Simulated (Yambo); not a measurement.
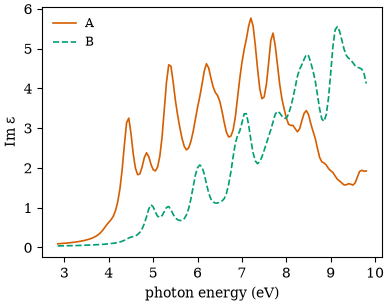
Figure. Two computed absorption spectra of CdClOH (space group P6_3mc, No. 186) (Yambo, LDA bands with the same scissor, field along x)

Axes are Cartesian, with cell vectors (Å) (3.73, 0.00, 0.00), (-1.87, 3.23, 0.00), (0.00, 0.00, 10.42).

Which curve includes the electron-hole attraction (BSE)?

Curve A: the attraction moves weight to lower energy (centre of the plotted range 6.9 eV against 8.0 eV). Settings: 6×6×2 mesh, 20 valence and 6 conduction bands, static screening with 80 bands and a 3 Ry block, scissor 2.17 eV, Tamm-Dancoff. The scissor comes from a G0W0 run whose convergence isn't established. Broadening 0.15 eV. The band window holds all transitions up to 10.8 eV. On this mesh the peak heights and the fine structure are mesh artefacts; only the shift of weight is robust.

Spin-orbit coupling is not included.

Geometry of the Materials Project entry, not relaxed at this level; primitive cell a = 3.735 Å, b = 3.735 Å, c = 10.420 Å, α = 90.00°, β = 90.00°, γ = 120.00°.

The distance between layers or molecules is the database entry's, not relaxed here. Functionals without dispersion can leave it too large, which widens gaps and weakens the response across layers: the numbers belong to this cell.
